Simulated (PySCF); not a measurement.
The calculation's input:

```
{"job": {"kind": "uv", "xc": "PBE0", "basis": "def2-SVPD", "nstates": 8, "ntriplets": 3}, "charge": 0, "multiplicity": 1}
C     -2.848443     0.270103    -0.306876
N     -1.577945    -0.377675     0.005568
B     -0.289007     0.612508     0.056165
C      0.963998    -0.413205     0.387470
F      0.794996    -1.602903    -0.356968
C      2.289903     0.184272     0.093371
C      3.088628    -0.212653    -0.877505
F      4.268335     0.400653    -1.121502
H     -3.063660     1.017456     0.454058
H     -2.760504     0.778618    -1.264254
H     -3.669809    -0.447078    -0.352829
H     -1.346582    -1.077170    -0.698379
H     -1.633523    -0.855463     0.902212
H     -0.190056     1.101356    -1.020086
H     -0.456152     1.390446     0.936763
H      0.951750    -0.754447     1.432719
H      2.556989     1.025804     0.713454
H      2.912321    -1.034304    -1.553756
```

Run with:

```sh
OMP_NUM_THREADS=1 python probes_run.py task.json out
```

Geometry: GFN2-xTB.

Method: PBE0/def2-SVPD, SCF density, gas phase in PySCF.

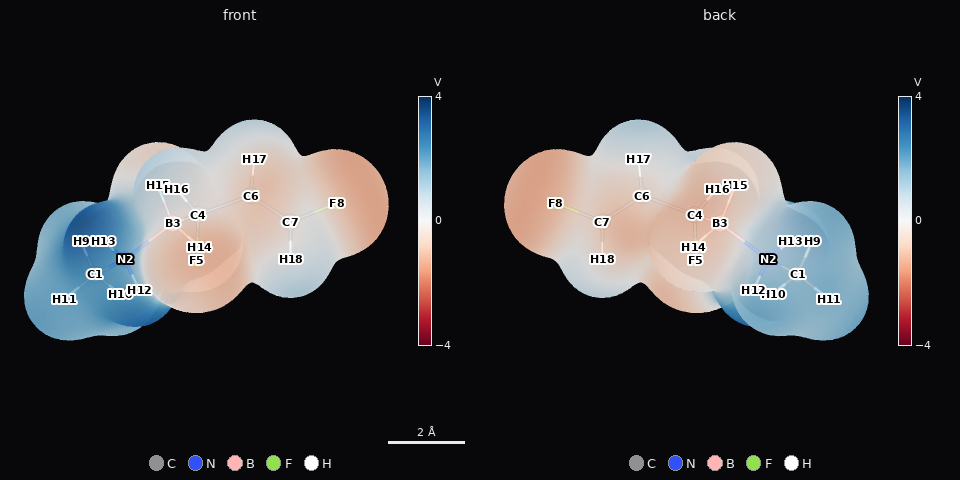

C₄H₁₀BF₂N. The electrostatic potential painted on the density surface at 0.004 e/bohr³, seen from the front and from behind; the colour scale runs from red (negative) to blue (positive).

Question: Which sites attract a positive test charge, and which a negative one?

Answer: A positive charge is drawn to the negative regions and a negative charge to the positive ones. The most negative region (about −1.3 V, or −30 kcal/mol for a unit charge) lies over F8, the most positive (about +3.4 V, or +78 kcal/mol for a unit charge) over H13.

Question: How polar is the molecule by this calculation?

Answer: Its dipole moment is 6.55 D.
